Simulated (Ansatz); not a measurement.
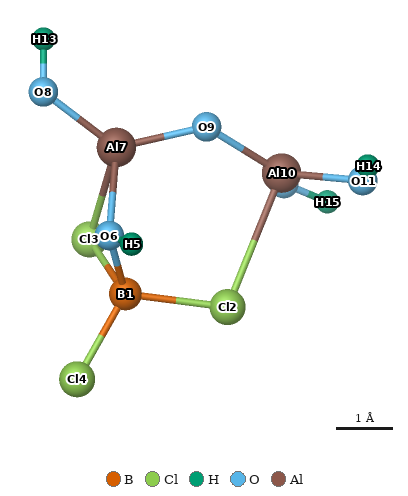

The structure as given in the input (ball-and-stick view, seen at a tilt; atoms are numbered from 1 in the order of the input). Sticks mark near contacts.

**Run report: Al₂BH₄Cl₃O₅, single-point calculation**

The run: single-point calculation of Al₂BH₄Cl₃O₅. Method and program: RKS PBE0-D4/def2-TZVPP (Ansatz 0.2.0).

The geometry is the reactant side of a reaction. The reaction was set up to form B1–O6 and Cl2–H5 and to break B1–Cl2 and H5–O6 (atoms counted from 1 in the order of the input); sticks are drawn by distance alone. The geometry comes from this level: PBE0-D4/def2-TZVP.

The program's output:
```
Functional definition: PBE0
  name "PBE0"
  cite "Adamo & Barone, J. Chem. Phys. 110, 6158 (1999) doi:10.1063/1.478522"
  cite "Perdew, Burke & Ernzerhof, Phys. Rev. Lett. 77, 3865 (1996) doi:10.1103/PhysRevLett.77.3865"
  parent pbe
  parameter a = 0.25
  parameter kappa = 0.804
  parameter beta = 0.06672455060314922
  exchange = (1 - a)*pbe_x(kappa = kappa, mu = beta*pi^2/3) + a*exact_x
  correlation = pbe_c(beta = beta)
2735 factors; their error is unknown
mean field evaluation 1: about -61705.3558 eV, gradient 1.2e2 eV
mean field evaluation 2: about -61658.8327 eV, gradient 2.0e2 eV
mean field evaluation 4: about -61728.5528 eV, gradient 1.2e1 eV
mean field evaluation 8: about -61728.7737 eV, gradient 2.7e-1 eV
mean field evaluation 16: about -61728.9167 eV, gradient 1.6e-4 eV
mean field -61728.91668807 eV, -2268.4958469239 hartree, gradient 3.8e-5 eV, S^2 0.000000; 0 other end points of the search recorded, 0 dependent functions left out
reference -61728.91673372 eV, -2268.4958486017 hartree; 63, 63 occupied and 389, 389 virtual orbitals, 2735 factors
Total energy: -61729.48065937 eV, -2268.5165724870 hartree
```

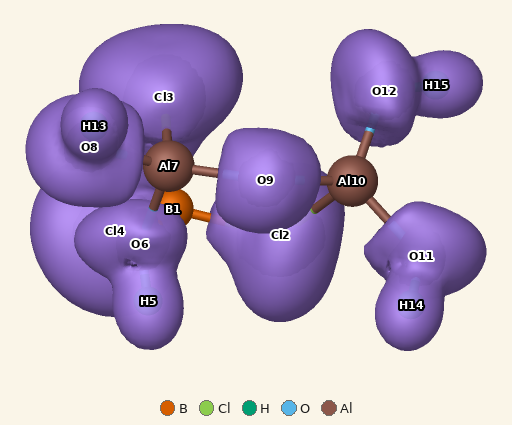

Isosurface of the ELF at 0.75 (purple), seen from the side. Only the valence region is drawn (cores and ρ < 0.01 e/Å³ removed). Al–O (1.67 Å): the ELF peaks at about 0.85 in the valence shell of O, 0.6 Å from its nucleus, and is about 0.50 at the midpoint.

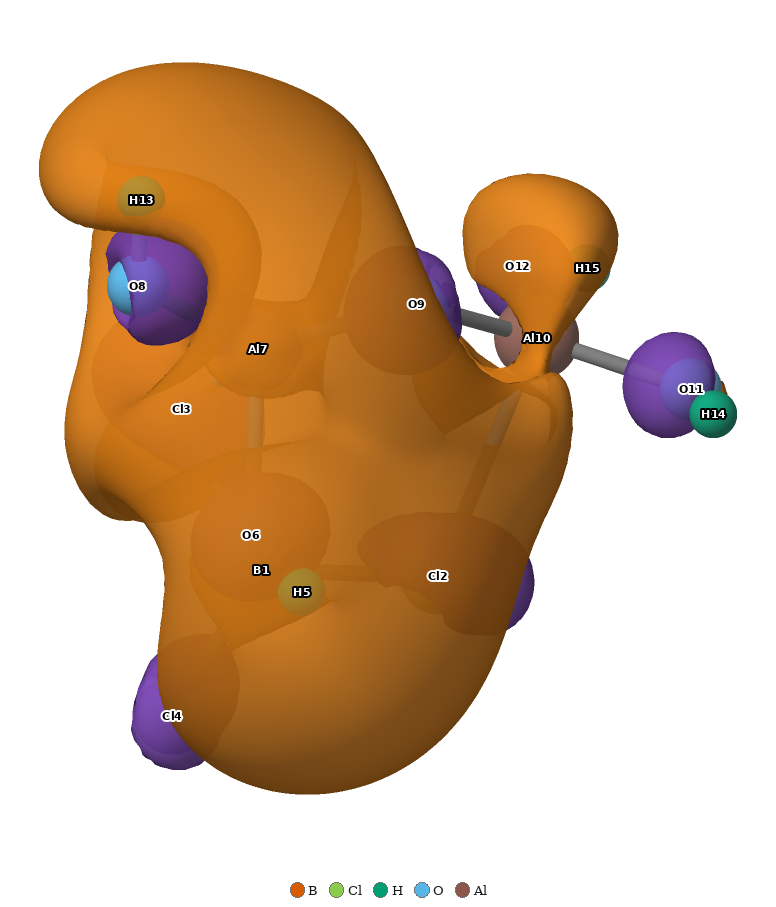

The LUMO at ±0.06 Å⁻³ᐟ² (orange and purple are the two phases), seen at a tilt. It lies mainly on Al7 (30 %), H5 (15 %), Al10 (10 %) and O6 (10 %). Its energy is −0.56 eV.

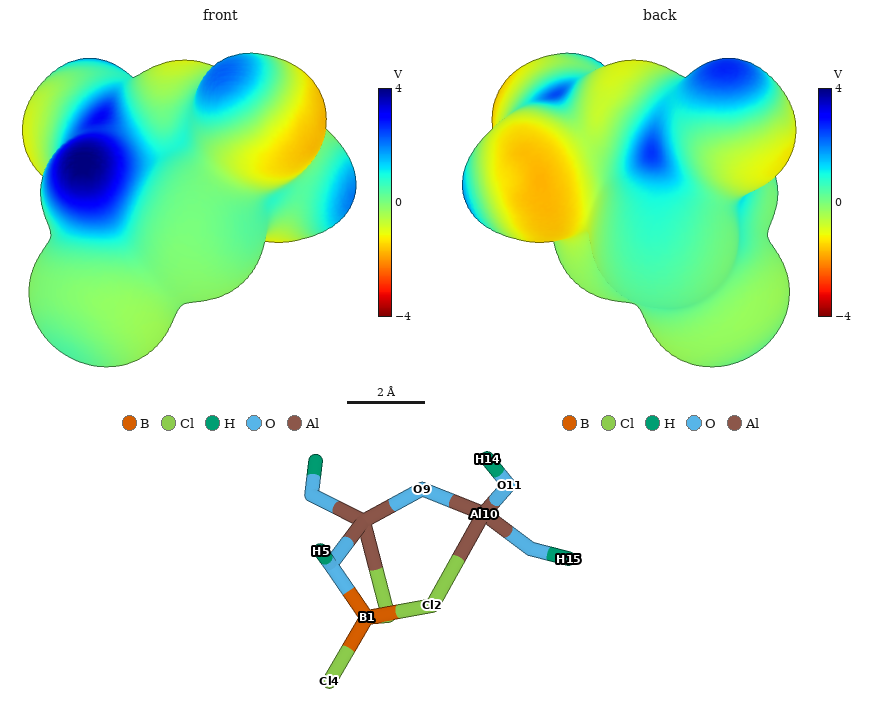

The molecular electrostatic potential painted on the density surface at 0.002 e/bohr³, seen at a tilt and from behind; red is negative and blue positive. The bare structure is drawn below in the same view.

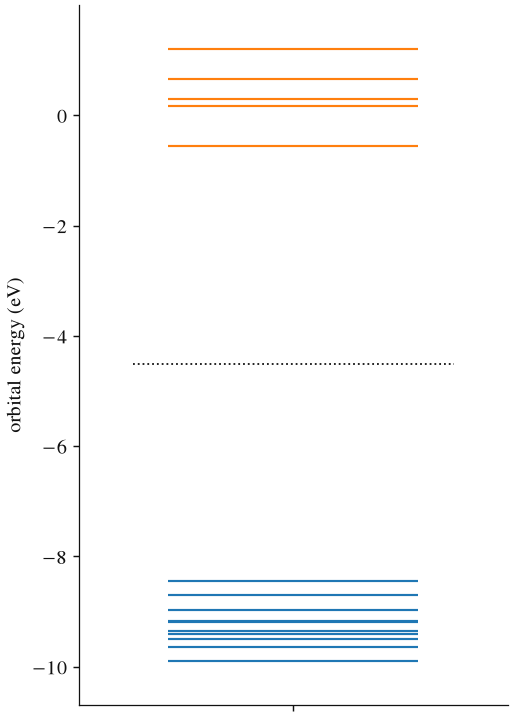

Orbital energies near the frontier; the dotted line parts filled from empty levels, and levels within 0.02 eV of each other stand side by side. Highest filled −8.44 eV, lowest empty −0.56 eV, 7.88 eV apart.

This output came from the following input.

Input file:
```yaml
crystal:
  periodic: [false, false, false]
  atoms:
    - {symbol: B, position_ang: [-1.658523, 0.869615, 0.730744]}
    - {symbol: Cl, position_ang: [-1.399264, -0.910145, 1.189781]}
    - {symbol: Cl, position_ang: [-1.671467, 1.019074, -1.203830]}
    - {symbol: Cl, position_ang: [-3.111091, 1.566251, 1.484771]}
    - {symbol: H, position_ang: [-0.059285, 1.574684, 1.855130]}
    - {symbol: O, position_ang: [-0.414125, 1.642908, 0.962443]}
    - {symbol: Al, position_ang: [0.549137, 1.358789, -0.622410]}
    - {symbol: O, position_ang: [1.164303, 2.816800, -1.187847]}
    - {symbol: O, position_ang: [1.267891, -0.142023, -0.513782]}
    - {symbol: Al, position_ang: [0.677707, -1.720769, -0.268261]}
    - {symbol: O, position_ang: [1.355648, -2.760367, 0.891125]}
    - {symbol: O, position_ang: [-0.193162, -2.405414, -1.554094]}
    - {symbol: H, position_ang: [1.930609, 2.892734, -1.752103]}
    - {symbol: H, position_ang: [1.996536, -2.472680, 1.537018]}
    - {symbol: H, position_ang: [-0.434914, -3.329557, -1.548588]}
basis:
  gaussian: {orbitals: def2-TZVPP}
hamiltonian: {xc: pbe0, dispersion: d4}
output: {orbitals: {seedname: orbitals}}
```

Run as:
```bash
ansatz run in.yaml --threads 4 --pin off --events-out ev --progress --plain --max-ram 66560MiB --backend cuda --devices 0, --max-vram 37GiB
```

Key numbers:

```csv
quantity,value
outcome,converged
total energy,−61729.4807 eV
mean-field energy,−61728.9167 eV
dispersion energy,−0.5639 eV
SCF solution under orbital rotations,stable
HOMO,−8.44 eV
LUMO,−0.56 eV
hardware,"4 CPU threads, shared host"
wall time,6 s (CPU time 6.5 s)
peak memory,1 GiB
```
